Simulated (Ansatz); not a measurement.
Base system: AlAs in the zinc blende structure (space group F-43m, No. 216; a = 5.675 Å).

Modification: full substitution Al → Ga, then cell and atoms are relaxed.

Level of theory: plane-wave PAW DFT at the PBEsol level (Ansatz, a first-principles code, 420 eV), no spin-orbit coupling.

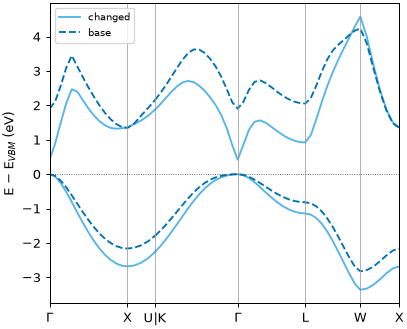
Figure: Highest valence and lowest conduction band along the path, each from its own valence-band maximum

### Question
Read the changed gap and its character from the plot.

### Answer
About 0.4 eV, direct at Γ.

No phonon test of stability was made.
